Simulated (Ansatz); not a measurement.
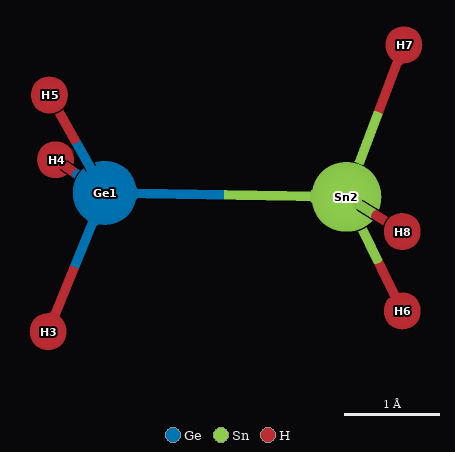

Starting structure of SnGeH₆ (coarse preliminary run). A ball-and-stick model, seen face on.

The start comes from a force field.

The calculation used Ansatz, RKS PBE-D4/def2-SVP.

Input
```yaml
crystal:
  periodic: [false, false, false]
  atoms:
    - {symbol: Ge, position_ang: [-0.727900, 0.250500, -1.024300]}
    - {symbol: Sn, position_ang: [0.728400, -0.299300, 0.989500]}
    - {symbol: H, position_ang: [-1.869400, 1.341200, -0.616100]}
    - {symbol: H, position_ang: [-1.413900, -0.975100, -1.544500]}
    - {symbol: H, position_ang: [0.097900, 0.878100, -2.191200]}
    - {symbol: H, position_ang: [-0.253600, -0.946800, 2.273500]}
    - {symbol: H, position_ang: [1.956300, -1.473600, 0.503900]}
    - {symbol: H, position_ang: [1.574300, 1.167900, 1.553500]}
basis:
  gaussian: {orbitals: def2-SVP}
hamiltonian: {xc: pbe, dispersion: d4}
relax: {f_tol: 0.03, max_steps: 200}
```

**What does the optimiser find from here?**

After 3 geometry steps the energy has fallen by 0.127 eV. The largest force component goes from 1.7 to 0.0086 eV/Å. H4 moves most after the best rigid fit: 0.070 Å. By element the largest moves are H 0.070 Å, Ge 0.059 Å, Sn 0.034 Å. Among the contacts that change: Ge1–H3 1.631 → 1.552 Å, Ge1–Sn2 2.545 → 2.622 Å, Sn2–H8 1.785 → 1.730 Å, Ge1–H4 1.498 → 1.552 Å. The run took roughly 8 core-seconds on a shared host.

Final geometry:

```xyz
8

Ge   -0.7616    0.2889   -1.0529
Sn    0.7588   -0.2932    1.0025
H    -1.8502    1.3192   -0.6496
H    -1.4689   -0.9855   -1.5864
H     0.0837    0.8967   -2.2041
H    -0.1907   -0.9435    2.2940
H     1.9543   -1.4630    0.5615
H     1.5667    1.1233    1.5792
```

After the run, drawn alike:

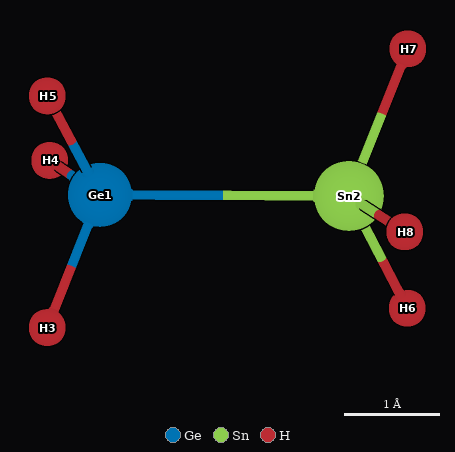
